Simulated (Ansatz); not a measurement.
Nudged elastic band of CH6BNSi

- system: CH6BNSi
- method: RKS PBE-D4/def2-SVP (Ansatz 0.2.0)

One setting was made poor on purpose. It belongs to a series of runs on one base structure; here: band between the two ends. Figures and captions count atoms from 1; the log counts them from 0 in places.

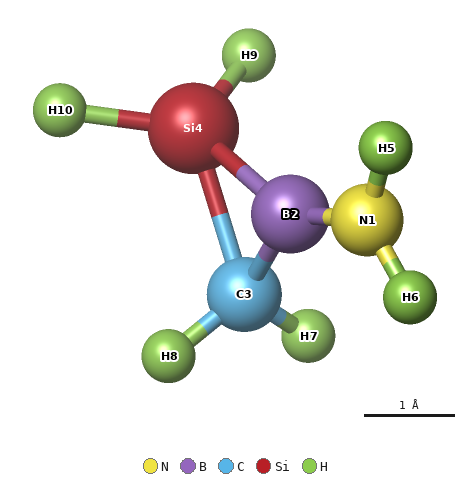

Fig. 1: The input geometry (ball-and-stick view, seen at a tilt; atoms are numbered from 1 in the order of the input). Bond lengths as drawn: B–C 1.56 Å, B–N 1.39 Å, B–Si 1.96 Å, C–H 1.11 Å, C–Si 1.94 Å, H–N 1.02 Å and H–Si 1.50 Å.

**Summary**

```tsv
quantity	value
outcome	converged
barrier, forward	1.104 eV
barrier, backward	1.103 eV
hardware	1 thread of Intel Xeon @ 2.50GHz (Skylake/Cascade Lake), 189 GiB of memory available, shared host
wall time	13 min
peak memory	0.13 GiB
```

**Remarks**

A deliberately poor setting: spring. The order of the saddle point was not checked.

**Input**
```yaml
crystal:
  periodic: [false, false, false]
  atoms:
    - { symbol: "N", position_ang: [-1.544442, 0.453791, -1.047644] }
    - { symbol: B, position_ang: [-0.384679, 0.169148, -0.344287] }
    - { symbol: C, position_ang: [0.369566, -1.050518, 0.281649] }
    - { symbol: Si, position_ang: [1.172984, 0.649102, 0.750154] }
    - { symbol: H, position_ang: [-1.834203, 1.403408, -1.284609] }
    - { symbol: H, position_ang: [-2.187604, -0.270681, -1.379548] }
    - { symbol: H, position_ang: [-0.125055, -1.695323, 1.033767] }
    - { symbol: H, position_ang: [1.008316, -1.650338, -0.397751] }
    - { symbol: H, position_ang: [1.047704, 1.093696, 2.179962] }
    - { symbol: H, position_ang: [2.560611, 0.846616, 0.211406] }
basis:
  gaussian: { orbitals: def2-SVP }
hamiltonian:
  xc: pbe
  dispersion: d4
neb:
  order_check: false
  images: 5
  f_tol: 0.05
  max_iterations: 60
  spring: 0.1
  final_atoms:
    - { symbol: "N", position_ang: [-1.5483942, 0.45487279, -1.0386284] }
    - { symbol: B, position_ang: [-0.37262202, 0.16492031, -0.36352917] }
    - { symbol: C, position_ang: [0.3655484, -1.05239152, 0.28191039] }
    - { symbol: Si, position_ang: [1.17722333, 0.6487064, 0.73941064] }
    - { symbol: H, position_ang: [-2.20777565, -0.26692998, -1.3429846] }
    - { symbol: H, position_ang: [-1.83129082, 1.40383766, -1.28747329] }
    - { symbol: H, position_ang: [-0.13831298, -1.7114291, 1.01493736] }
    - { symbol: H, position_ang: [1.0317639, -1.63508176, -0.38625559] }
    - { symbol: H, position_ang: [1.02632297, 1.13213829, 2.15424357] }
    - { symbol: H, position_ang: [2.58073507, 0.81025792, 0.23146809] }
  initial_path:
    images:
      - { positions_ang: [[-1.544442, 0.453791, -1.047644], [-0.384679, 0.169148, -0.344287], [0.369566, -1.050518, 0.281649], [1.172984, 0.649102, 0.750154], [-1.834203, 1.403408, -1.284609], [-2.187604, -0.270681, -1.379548], [-0.125055, -1.695323, 1.033767], [1.008316, -1.650338, -0.397751], [1.047704, 1.093696, 2.179962], [2.560611, 0.846616, 0.211406]] }
      - { positions_ang: [[-1.60118518, 0.48136373, -0.97105809], [-0.42607953, 0.13669326, -0.27608584], [0.3742848, -1.06677728, 0.30303678], [1.22621211, 0.56270127, 0.77563994], [-1.87610851, 0.88970596, -1.39651899], [-1.94800314, 0.30591748, -1.37246102], [-0.08271717, -1.69213111, 1.08636846], [0.98359762, -1.65098863, -0.42713398], [1.00564651, 1.07163503, 2.17532892], [2.42755049, 0.91078129, 0.10598282]] }
      - { positions_ang: [[-1.65792836, 0.50893646, -0.89447217], [-0.46748005, 0.10423852, -0.20788469], [0.37900361, -1.08303657, 0.32442455], [1.27944021, 0.47630054, 0.80112589], [-1.91801403, 0.37600392, -1.50842898], [-1.70840228, 0.88251596, -1.36537405], [-0.04037933, -1.68893922, 1.13896992], [0.95887924, -1.65163926, -0.45651695], [0.96358901, 1.04957407, 2.17069584], [2.29448998, 0.97494658, 0.00055965]] }
      - { positions_ang: [[-1.71467154, 0.53650918, -0.81788626], [-0.50888058, 0.07178377, -0.13968353], [0.38372241, -1.09929585, 0.34581233], [1.33266832, 0.38989982, 0.82661183], [-1.95991954, -0.13769812, -1.62033896], [-1.46880141, 1.45911444, -1.35828707], [0.0019585, -1.68574732, 1.19157137], [0.93416086, -1.65228988, -0.48589993], [0.92153152, 1.0275131, 2.16606275], [2.16142947, 1.03911186, -0.10486353]] }
      - { positions_ang: [[-1.65924576, 0.50929705, -0.89146697], [-0.46346106, 0.10282929, -0.21429874], [0.37766441, -1.08366107, 0.32451168], [1.28085332, 0.47616868, 0.79754477], [-2.04253825, -0.1807754, -1.52788751], [-1.58963122, 1.44068884, -1.33468248], [-0.04479866, -1.69430792, 1.13269337], [0.96669521, -1.64655384, -0.45268515], [0.956462, 1.06238817, 2.16212303], [2.301198, 0.96282722, 0.00724701]] }
      - { positions_ang: [[-1.60381998, 0.48208492, -0.96504769], [-0.41804154, 0.1338748, -0.28891395], [0.37160641, -1.0680263, 0.30321103], [1.22903833, 0.56243754, 0.7684777], [-2.12515695, -0.22385269, -1.43543605], [-1.71046102, 1.42226325, -1.31107788], [-0.09155582, -1.70286851, 1.07381537], [0.99922955, -1.6408178, -0.41947037], [0.99139249, 1.09726323, 2.1581833], [2.44096653, 0.88654257, 0.11935755]] }
      - { positions_ang: [[-1.5483942, 0.45487279, -1.0386284], [-0.37262202, 0.16492031, -0.36352917], [0.3655484, -1.05239152, 0.28191039], [1.17722333, 0.6487064, 0.73941064], [-2.20777565, -0.26692998, -1.3429846], [-1.83129082, 1.40383766, -1.28747329], [-0.13831298, -1.7114291, 1.01493736], [1.0317639, -1.63508176, -0.38625559], [1.02632297, 1.13213829, 2.15424357], [2.58073507, 0.81025792, 0.23146809]] }
```

Launched with:
```bash
ansatz run input.yaml --threads 1 --pin off --max-ram 2048MiB --backend cpu --events-out ev --progress --plain --runs-dir out
```

**Log**
```
Engine: ansatz 0.2.0, x86_64-unknown-linux-gnu
Functional definition: PBE
  parameter kappa = 0.804
  parameter beta = 0.06672455060314922
  exchange = pbe_x(kappa = kappa, mu = beta*pi^2/3)
  correlation = pbe_c(beta = beta)
1028 factors; their error is unknown
mean field evaluation 1: about -11151.5710 eV, gradient 7.5e1 eV
mean field evaluation 2: about -11113.4249 eV, gradient 1.3e2 eV
mean field evaluation 4: about -11164.5402 eV, gradient 1.2e1 eV
mean field evaluation 8: about -11164.9789 eV, gradient 3.1e-1 eV
mean field evaluation 16: about -11164.9182 eV, gradient 1.4e-3 eV
mean field -11164.91818067 eV, -410.3031752861 hartree, gradient 1.1e-5 eV, S^2 0.000000; 0 other end points of the search recorded, 0 dependent functions left out
the calculation of the forces begins
reference -11164.91821785 eV, -410.3031766526 hartree; 19, 19 occupied and 71, 71 virtual orbitals, 1028 factors
1028 factors; their error is unknown
mean field evaluation 32: about -11164.9178 eV, gradient 3.2e-2 eV
mean field -11164.91775709 eV, -410.3031597200 hartree, gradient 1.3e-5 eV, S^2 0.000000; 0 other end points of the search recorded, 0 dependent functions left out
[... from here on the field's lines of each further geometry are left out, up to the last ...]
NEB iter   1: max|band force component| = 1.217e2 eV/Å  barrier→ = 27.6446 eV  barrier← = 27.6443 eV  Δτ_max = 0.1857 Å  (201 SCF iters)
NEB iter   2: max|band force component| = 8.094e1 eV/Å  barrier→ = 18.8394 eV  barrier← = 18.8391 eV  Δτ_max = 0.2000 Å  (165 SCF iters)
NEB iter   3: max|band force component| = 2.817e1 eV/Å  barrier→ = 10.6043 eV  barrier← = 10.6040 eV  Δτ_max = 0.1980 Å  (166 SCF iters)
NEB iter   4: max|band force component| = 1.417e1 eV/Å  barrier→ = 6.5957 eV  barrier← = 6.5954 eV  Δτ_max = 0.1982 Å  (156 SCF iters)
NEB iter   5: max|band force component| = 7.096e0 eV/Å  barrier→ = 4.4364 eV  barrier← = 4.4360 eV  Δτ_max = 0.1452 Å  (148 SCF iters)
NEB iter   6: max|band force component| = 3.633e0 eV/Å  barrier→ = 3.2562 eV  barrier← = 3.2558 eV  Δτ_max = 0.1580 Å  (152 SCF iters)
NEB iter   7: max|band force component| = 3.503e0 eV/Å  barrier→ = 2.5962 eV  barrier← = 2.5959 eV  Δτ_max = 0.2000 Å  (151 SCF iters)
NEB iter   8: max|band force component| = 5.394e0 eV/Å  barrier→ = 3.2602 eV  barrier← = 3.2599 eV  Δτ_max = 0.0994 Å  (157 SCF iters)
NEB iter   9: max|band force component| = 4.299e0 eV/Å  barrier→ = 2.3191 eV  barrier← = 2.3188 eV  Δτ_max = 0.1001 Å  (144 SCF iters)
NEB iter  10: max|band force component| = 2.586e0 eV/Å  barrier→ = 1.6089 eV  barrier← = 1.6086 eV  Δτ_max = 0.2000 Å  (144 SCF iters)
NEB iter  11: max|band force component| = 2.459e0 eV/Å  barrier→ = 1.3625 eV  barrier← = 1.3622 eV  Δτ_max = 0.1625 Å  (149 SCF iters)
NEB iter  12: max|band force component| = 6.993e-1 eV/Å  barrier→ = 1.1156 eV  barrier← = 1.1153 eV  Δτ_max = 0.1996 Å  (145 SCF iters)
NEB iter  13: max|band force component| = 5.856e-1 eV/Å  barrier→ = 1.0757 eV  barrier← = 1.0754 eV  CI = image 3  Δτ_max = 0.1980 Å  (145 SCF iters)
NEB iter  14: max|band force component| = 6.401e-1 eV/Å  barrier→ = 1.1038 eV  barrier← = 1.1035 eV  CI = image 2  Δτ_max = 0.0995 Å  (154 SCF iters)
NEB iter  15: max|band force component| = 5.235e-1 eV/Å  barrier→ = 1.1004 eV  barrier← = 1.1001 eV  CI = image 2  Δτ_max = 0.0996 Å  (143 SCF iters)
NEB iter  16: max|band force component| = 3.399e-1 eV/Å  barrier→ = 1.1920 eV  barrier← = 1.1917 eV  CI = image 2  Δτ_max = 0.1452 Å  (144 SCF iters)
NEB iter  17: max|band force component| = 5.405e-1 eV/Å  barrier→ = 1.2577 eV  barrier← = 1.2574 eV  CI = image 2  Δτ_max = 0.0542 Å  (149 SCF iters)
NEB iter  18: max|band force component| = 1.681e-1 eV/Å  barrier→ = 1.2422 eV  barrier← = 1.2418 eV  CI = image 2  Δτ_max = 0.0599 Å  (146 SCF iters)
NEB iter  19: max|band force component| = 1.541e-1 eV/Å  barrier→ = 1.2412 eV  barrier← = 1.2409 eV  CI = image 2  Δτ_max = 0.0284 Å  (146 SCF iters)
NEB iter  20: max|band force component| = 6.907e-2 eV/Å  barrier→ = 1.2371 eV  barrier← = 1.2367 eV  CI = image 2  Δτ_max = 0.0300 Å  (150 SCF iters)
NEB iter  21: max|band force component| = 9.614e-2 eV/Å  barrier→ = 1.2332 eV  barrier← = 1.2328 eV  CI = image 2  Δτ_max = 0.0300 Å  (147 SCF iters)
NEB iter  22: max|band force component| = 1.267e-1 eV/Å  barrier→ = 1.2277 eV  barrier← = 1.2274 eV  CI = image 2  Δτ_max = 0.0300 Å  (147 SCF iters)
NEB iter  23: max|band force component| = 1.505e-1 eV/Å  barrier→ = 1.2218 eV  barrier← = 1.2214 eV  CI = image 2  Δτ_max = 0.0599 Å  (147 SCF iters)
NEB iter  24: max|band force component| = 1.967e-1 eV/Å  barrier→ = 1.2066 eV  barrier← = 1.2062 eV  CI = image 2  Δτ_max = 0.1139 Å  (148 SCF iters)
NEB iter  25: max|band force component| = 2.839e-1 eV/Å  barrier→ = 1.1768 eV  barrier← = 1.1765 eV  CI = image 2  Δτ_max = 0.1197 Å  (143 SCF iters)
NEB iter  26: max|band force component| = 2.465e-1 eV/Å  barrier→ = 1.1407 eV  barrier← = 1.1403 eV  CI = image 2  Δτ_max = 0.1200 Å  (144 SCF iters)
NEB iter  27: max|band force component| = 2.305e-1 eV/Å  barrier→ = 1.1201 eV  barrier← = 1.1198 eV  CI = image 2  Δτ_max = 0.0956 Å  (144 SCF iters)
NEB iter  28: max|band force component| = 2.029e-1 eV/Å  barrier→ = 1.1118 eV  barrier← = 1.1115 eV  CI = image 2  Δτ_max = 0.0806 Å  (146 SCF iters)
NEB iter  29: max|band force component| = 1.477e-1 eV/Å  barrier→ = 1.1077 eV  barrier← = 1.1074 eV  CI = image 2  Δτ_max = 0.0327 Å  (142 SCF iters)
NEB iter  30: max|band force component| = 1.159e-1 eV/Å  barrier→ = 1.1049 eV  barrier← = 1.1045 eV  CI = image 2  Δτ_max = 0.0253 Å  (143 SCF iters)
the calculation of the forces begins
reference -11164.91627144 eV, -410.3031051234 hartree; 19, 19 occupied and 71, 71 virtual orbitals, 1028 factors
1028 factors; their error is unknown
mean field -11163.81279463 eV, -410.2625530984 hartree, gradient 9.1e-6 eV, S^2 0.000000; 1 other end points of the search recorded, 0 dependent functions left out
the calculation of the forces begins
reference -11163.81283071 eV, -410.2625544244 hartree; 19, 19 occupied and 71, 71 virtual orbitals, 1028 factors
NEB iter  31: max|band force component| = 3.841e-2 eV/Å  barrier→ = 1.1036 eV  barrier← = 1.1032 eV  CI = image 2  Δτ_max = 0.0000 Å  (285 SCF iters)
```

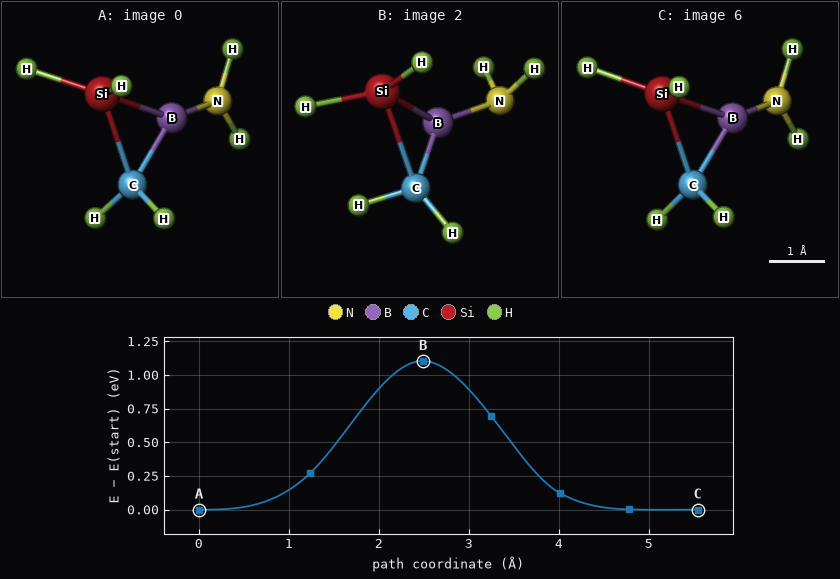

Fig. 2: Images of the last band (counted from 0; ball-and-stick, seen at a tilt) above the energy along the path; the line is a cubic interpolation that uses the forces. The highest image is number 2, 1.104 eV above the start and 1.103 eV above the end (the climbing image); start and end have the same energy. The path is 5.54 Å long. The band converged in 31 iterations.

```
Total energy: -11163.99323847 eV, -410.2691842875 hartree
Atom 0 at    -1.517733     0.217158    -1.265036 Å, force     0.015008    -0.023993    -0.017291 eV/Å
Atom 1 at    -0.647121    -0.034911    -0.129546 Å, force     0.011627    -0.010774     0.018686 eV/Å
Atom 2 at     0.251485    -1.141815     0.330364 Å, force    -0.014966     0.038629     0.019719 eV/Å
Atom 3 at     0.947298     0.749991     0.774463 Å, force     0.002517    -0.009369    -0.011009 eV/Å
Atom 4 at    -1.044730     0.800159    -1.971663 Å, force    -0.004458    -0.006231    -0.002456 eV/Å
Atom 5 at    -2.324666     0.787037    -0.975271 Å, force    -0.002833     0.013632     0.012898 eV/Å
Atom 6 at     0.343792    -1.377019     1.409141 Å, force    -0.003749    -0.003600    -0.017841 eV/Å
Atom 7 at     0.569489    -1.993910    -0.301769 Å, force    -0.003370    -0.003278    -0.009154 eV/Å
Atom 8 at     1.434919     0.617498     2.192974 Å, force    -0.000452    -0.003572     0.000791 eV/Å
Atom 9 at     2.070465     1.324712    -0.060557 Å, force     0.000677     0.008556     0.005658 eV/Å
Dipole moment:    -0.086375     0.159649    -0.081693 e Å
this run last wrote the band of iteration 31 to [file]
```

**The last band as extended XYZ (Å, eV, eV/Å)**
```
10
Properties=species:S:1:pos:R:3:forces:R:3 image=0 energy=-11165.09678
N    -1.5444    0.4538   -1.0476    0.0006  -0.0142  -0.0008
B    -0.3847    0.1691   -0.3443    0.0034  -0.0028   0.0042
C     0.3696   -1.0505    0.2816   -0.0025  -0.0138  -0.0047
Si    1.1730    0.6491    0.7502    0.0006   0.0068   0.0025
H    -1.8342    1.4034   -1.2846   -0.0026   0.0110  -0.0040
H    -2.1876   -0.2707   -1.3795    0.0030   0.0042   0.0033
H    -0.1251   -1.6953    1.0338   -0.0003   0.0030   0.0002
H     1.0083   -1.6503   -0.3978   -0.0027   0.0041   0.0003
H     1.0477    1.0937    2.1800    0.0010  -0.0001  -0.0009
H     2.5606    0.8466    0.2114   -0.0006   0.0019   0.0000
10
Properties=species:S:1:pos:R:3:forces:R:3 image=1 energy=-11164.82575
N    -1.4456    0.4527   -1.1451    0.0523   0.1386   0.1069
B    -0.5587    0.0965   -0.1280    0.0573   0.1100   0.0087
C     0.2824   -1.1118    0.3437   -0.0270   0.0225   0.0656
Si    1.0796    0.6771    0.7365    0.1286  -0.0329  -0.0750
H    -1.3730    1.3552   -1.6076   -0.2196   0.3416   0.2332
H    -2.2861   -0.0512   -1.4109    0.0455  -0.5352  -0.3212
H     0.2414   -1.5149    1.3712   -0.1059  -0.0504   0.0244
H     0.5909   -1.8888   -0.3841   -0.0652   0.0357   0.0190
H     1.3036    0.6666    2.2207   -0.0428   0.0846  -0.0237
H     2.2488    1.2677    0.0067    0.1768  -0.1145  -0.0380
10
Properties=species:S:1:pos:R:3:forces:R:3 image=2 energy=-11163.99320
N    -1.5177    0.2172   -1.2650    0.0150  -0.0240  -0.0173
B    -0.6471   -0.0349   -0.1295    0.0116  -0.0108   0.0187
C     0.2515   -1.1418    0.3304   -0.0150   0.0386   0.0197
Si    0.9473    0.7500    0.7745    0.0025  -0.0094  -0.0110
H    -1.0447    0.8002   -1.9717   -0.0045  -0.0062  -0.0025
H    -2.3247    0.7870   -0.9753   -0.0028   0.0136   0.0129
H     0.3438   -1.3770    1.4091   -0.0037  -0.0036  -0.0178
H     0.5695   -1.9939   -0.3018   -0.0034  -0.0033  -0.0092
H     1.4349    0.6175    2.1930   -0.0005  -0.0036   0.0008
H     2.0705    1.3247   -0.0606    0.0007   0.0086   0.0057
10
Properties=species:S:1:pos:R:3:forces:R:3 image=3 energy=-11164.40141
N    -1.5488    0.3542   -1.1200   -0.0224   0.1527   0.1540
B    -0.6671    0.0063   -0.0674   -0.0071   0.0156   0.0591
C     0.2839   -1.1109    0.3240    0.1017   0.0342  -0.0593
Si    1.0048    0.6769    0.7821    0.0012  -0.0758   0.0802
H    -1.2609    0.2491   -2.0938   -0.2752  -0.6172  -0.1207
H    -2.1065    1.1997   -1.0136    0.2412   0.4223  -0.0508
H     0.1899   -1.3614    1.4072   -0.1326  -0.0786  -0.1077
H     0.5998   -1.9995   -0.2543    0.1895   0.0566  -0.0904
H     1.5356    0.6806    2.1871    0.0144   0.0115   0.0852
H     2.0524    1.2539   -0.1483   -0.1108   0.0786   0.0503
10
Properties=species:S:1:pos:R:3:forces:R:3 image=4 energy=-11164.97342
N    -1.4715    0.4569   -1.1085    0.0396   0.0474   0.0033
B    -0.6064    0.0781   -0.0859    0.0393   0.0426  -0.0084
C     0.3149   -1.0936    0.3057    0.0228   0.0086   0.0013
Si    1.0458    0.6483    0.8134    0.0137  -0.0119   0.0152
H    -1.6906   -0.1311   -1.9143   -0.2488  -0.2143   0.1052
H    -1.8466    1.4014   -1.1861    0.1400   0.1051  -0.0859
H     0.0846   -1.4484    1.3357   -0.0447  -0.0617  -0.0558
H     0.6906   -1.9226   -0.3233    0.0690   0.0537  -0.0576
H     1.4698    0.7054    2.2518   -0.0431   0.0122   0.0399
H     2.0926    1.2546   -0.0854    0.0122   0.0183   0.0428
10
Properties=species:S:1:pos:R:3:forces:R:3 image=5 energy=-11165.09510
N    -1.5046    0.4570   -1.0966   -0.0014  -0.0003   0.0010
B    -0.4846    0.1628   -0.2044    0.0029   0.0013  -0.0039
C     0.3545   -1.0574    0.2874    0.0010   0.0012   0.0001
Si    1.1385    0.6487    0.7852    0.0022  -0.0002  -0.0009
H    -2.0340   -0.2629   -1.5962   -0.0084  -0.0031   0.0075
H    -1.7949    1.4107   -1.3164    0.0013   0.0002  -0.0029
H    -0.0134   -1.5495    1.2111   -0.0023  -0.0029  -0.0032
H     0.7983   -1.7953   -0.4079    0.0032   0.0037  -0.0025
H     1.2378    0.8463    2.2701   -0.0056   0.0035   0.0004
H     2.3855    1.0886    0.0707    0.0072  -0.0035   0.0043
10
Properties=species:S:1:pos:R:3:forces:R:3 image=6 energy=-11165.09644
N    -1.5484    0.4549   -1.0386    0.0085  -0.0053  -0.0084
B    -0.3726    0.1649   -0.3635   -0.0059   0.0021  -0.0086
C     0.3655   -1.0524    0.2819   -0.0021  -0.0011   0.0057
Si    1.1772    0.6487    0.7394   -0.0042   0.0032   0.0050
H    -2.2078   -0.2669   -1.3430    0.0007   0.0018  -0.0016
H    -1.8313    1.4038   -1.2875    0.0014  -0.0012   0.0103
H    -0.1383   -1.7114    1.0149    0.0029   0.0016   0.0035
H     1.0318   -1.6351   -0.3863   -0.0035   0.0004  -0.0032
H     1.0263    1.1321    2.1542    0.0019  -0.0015   0.0013
H     2.5807    0.8103    0.2315    0.0003  -0.0001  -0.0043
```
